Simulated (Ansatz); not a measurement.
BH5SO2: several calculations on one system

Part 1: Relaxation

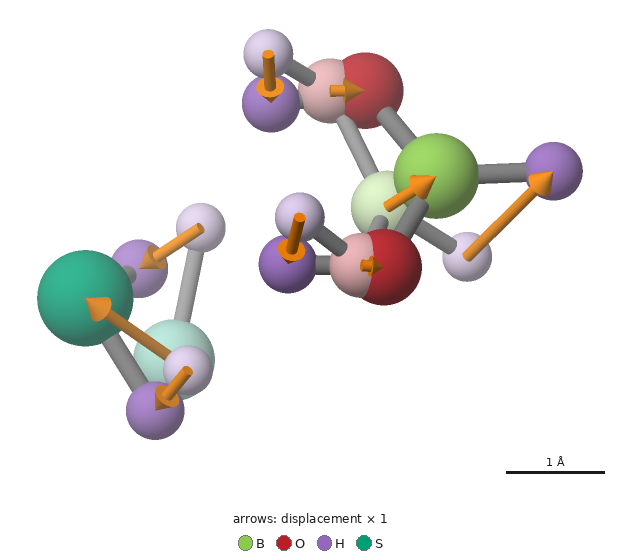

A relaxation of BH$_{5}$SO$_{2}$. The starting structure is drawn faded, the final one solid; orange arrows show the displacements, at their true length. The two geometries are superimposed by the best rigid fit.

Style: ball-and-stick. Shown from a free direction.

The run prepares an end point of a later path (reaction) calculation, from a guessed geometry.

Level of theory: RKS PBE-D4/6-31G* in Ansatz.

Input file:
```yaml
crystal:
  periodic: [false, false, false]
  atoms:
    - { symbol: B, position_ang: [-0.026942, -0.182609, 0.112082] }
    - { symbol: O, position_ang: [0.007853, -0.496029, 1.47324] }
    - { symbol: H, position_ang: [-0.863608, -0.758606, 1.82978] }
    - { symbol: H, position_ang: [1.010045, 0.114163, -0.412077] }
    - { symbol: O, position_ang: [-1.152753, -0.239299, -0.674747] }
    - { symbol: H, position_ang: [-1.953544, -0.539907, -0.20206] }
    - { symbol: S, position_ang: [-0.388812, 2.80198, 0.876481] }
    - { symbol: H, position_ang: [-1.32384, 2.124234, 0.152887] }
    - { symbol: H, position_ang: [-0.1358, 1.701574, 1.676315] }
basis:
  gaussian: { orbitals: "6-31G*" }
hamiltonian:
  xc: pbe
  dispersion: d4
relax:
  f_tol: 0.03
  max_steps: 50
output:
  orbitals: {}
```

Run as
```bash
ansatz run input.yaml --threads 1 --pin off --max-ram 2048MiB --backend cpu --events-out ev --progress --plain --runs-dir out
```

> What did the optimiser do to the structure, and how much energy did it gain?

H4 moves most after the best rigid fit: 1.55 Å. Largest moves by element: H 1.55 Å, S 1.40 Å, B 0.66 Å, O 0.36 Å. Among the contacts that change: S7–H9 1.384 → 1.359 Å, B1–O2 1.397 → 1.376 Å, O2–H3 0.978 → 0.982 Å, B1–H4 1.199 → 1.203 Å. Among the angles between lasting bonds that change: B1–O5–H6 114.0° → 111.2°. Over 21 accepted moves (24 points after the start) the energy falls by 22.2 kJ/mol. Largest force component: 0.49 eV/Å at the start, 0.025 eV/Å at the end. The line search rejected the trial steps at points 2, 6, 13 of the run. The forces were under the threshold at step 15, but the run went on from there. The run took 63 s on 1 thread of Arm Neoverse V1, with other jobs on the host, peak memory 0.14 GiB.

Limits of the set-up: the start holds two separate molecules, 2.2 Å apart at their closest, whose relative position is a soft coordinate.

Part 2: Relaxation

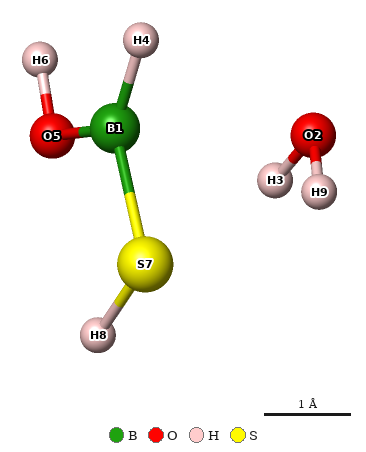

This is the input geometry for a relaxation of BH$_{5}$SO$_{2}$. A ball-and-stick model, seen at a tilt.

The run prepares an end point of a later path (reaction) calculation, from a guessed geometry.

These are results of RKS PBE-D4/6-31G* (Ansatz 0.2.0), not measurements.

Input
```yaml
crystal:
  periodic: [false, false, false]
  atoms:
    - { symbol: B, position_ang: [-0.225952, 0.504784, -0.309323] }
    - { symbol: O, position_ang: [-0.061659, -0.22786, 2.189784] }
    - { symbol: H, position_ang: [-1.039786, -0.187406, 2.204715] }
    - { symbol: H, position_ang: [0.826316, -0.025002, -0.548546] }
    - { symbol: O, position_ang: [-1.454351, -0.065169, -0.511945] }
    - { symbol: H, position_ang: [-1.349488, -0.998599, -0.778392] }
    - { symbol: S, position_ang: [-0.17659, 2.318716, 0.152079] }
    - { symbol: H, position_ang: [-1.527095, 2.470357, 0.248759] }
    - { symbol: H, position_ang: [0.181205, 0.73568, 2.184767] }
basis:
  gaussian: { orbitals: "6-31G*" }
hamiltonian:
  xc: pbe
  dispersion: d4
relax:
  f_tol: 0.03
  max_steps: 50
```

Run as
```bash
ansatz run input.yaml --threads 1 --pin off --max-ram 2048MiB --backend cpu --events-out ev --progress --plain --runs-dir out
```

Question: Where does the relaxation end?

Answer: The atom that moves furthest after the best rigid fit is H9 (0.100 Å). Largest moves by element: H 0.100 Å, S 0.057 Å, O 0.053 Å, B 0.037 Å. Among the contacts that change: B1–S7 1.872 → 1.839 Å, O2–H9 0.994 → 0.981 Å, B1–O5 1.369 → 1.374 Å. After 6 accepted moves (8 points after the start) the energy has fallen by 0.016 eV. The largest force component goes from 0.5 to 0.014 eV/Å. The line search rejected the trial steps at points 2, 5 of the run. Cost: 24 s on 1 thread of Arm Neoverse V1, with other jobs on the host, peak memory 0.14 GiB.

Step by step:

```json
{"step": "0", "E − E(0), eV": "0.0000", "largest force component, eV/Å": "0.4988", "note": ""}
{"step": "1", "E − E(0), eV": "-0.0074", "largest force component, eV/Å": "0.6001", "note": ""}
{"step": "2", "E − E(0), eV": "-0.0062", "largest force component, eV/Å": "0.7353", "note": "rejected"}
{"step": "3", "E − E(0), eV": "-0.0130", "largest force component, eV/Å": "0.2858", "note": ""}
{"step": "4", "E − E(0), eV": "-0.0139", "largest force component, eV/Å": "0.2469", "note": ""}
{"step": "5", "E − E(0), eV": "-0.0136", "largest force component, eV/Å": "0.0625", "note": "rejected"}
{"step": "6", "E − E(0), eV": "-0.0151", "largest force component, eV/Å": "0.0536", "note": ""}
{"step": "7", "E − E(0), eV": "-0.0163", "largest force component, eV/Å": "0.0437", "note": ""}
{"step": "8", "E − E(0), eV": "-0.0164", "largest force component, eV/Å": "0.0137", "note": ""}
```

Final geometry:

```xyz
9

B    -0.2319    0.5342   -0.2884
O    -0.0606   -0.2589    2.1474
H    -1.0378   -0.2100    2.1123
H     0.8175    0.0041   -0.5387
O    -1.4587   -0.0607   -0.4616
H    -1.3367   -1.0011   -0.6968
S    -0.1818    2.3314    0.0963
H    -1.5295    2.5054    0.1937
H     0.1921    0.6811    2.2678
```

The end point in the same view:

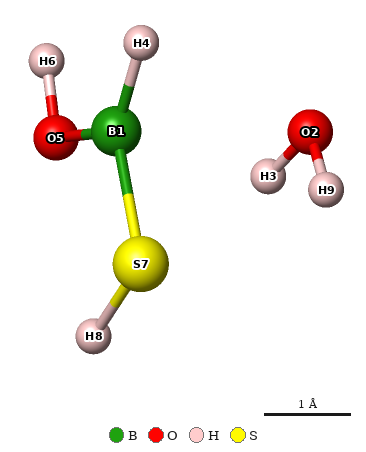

Limits of the set-up: the start holds two separate molecules, 2.5 Å apart at their closest, whose relative position is a soft coordinate.

Part 3: Path

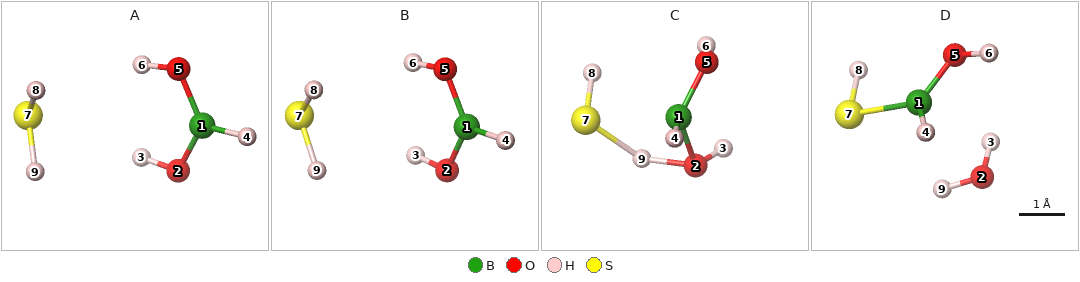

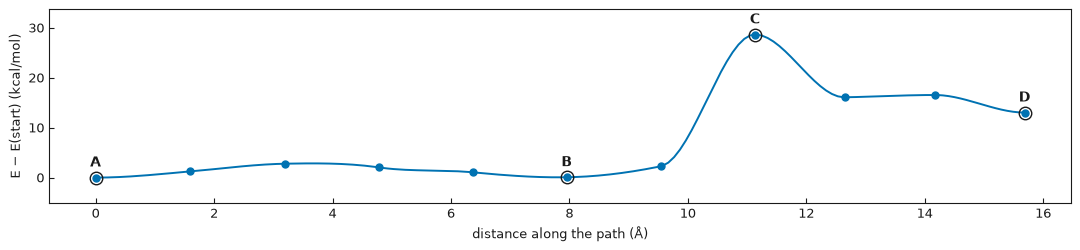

A search for the minimum-energy path of BH5SO2, made up at the start of BH$_{3}$O$_{2}$ and H₂S by the nudged elastic band. Images are numbered from 0 (start) to 10 (end). Frames A to D are images 0, 5, 7, 10. The picture is a ball-and-stick view, seen at a tilt.

Level of theory: RKS PBE-D4/6-31G* in Ansatz. Run with 9 movable images; climbing image; force threshold 0.05 eV/Å; iteration limit 60; starting path through a guess of the saddle point.

### What happens along the path, and what is the barrier?

The energy climbs by 28.7 kcal/mol to image 7 and then falls by 15.6 kcal/mol, so the end point sits at +13.0 kcal/mol. The profile has 3 maxima (images 2, 7, 9) with a dip at image 5 (+0.1 kcal/mol), so the process runs in steps. The path has more than one stage, and so few images may leave a stage unresolved. Breaking: B1–O2 (1.38 → 1.57 at the top → 2.57 Å), S7–H9 (1.36 → 1.64 at the top → 2.75 Å). Forming: B1–S7 (3.93 → 2.23 at the top → 1.84 Å), O2–H9 (3.27 → 1.26 at the top → 0.98 Å). The band converged in 35 iterations. The largest component of the band force went from 20 to 0.043 eV/Å. The climbing image converged on the top of the path. Its vibrational analysis gives one imaginary mode (996i cm⁻¹), as a transition state must have.

Limits of the set-up: the start holds two separate molecules, 2.7 Å apart at their closest, whose relative position is a soft coordinate.

Cost: 12 min on 1 thread of Arm Neoverse V1, on a shared host, peak memory 0.13 GiB.
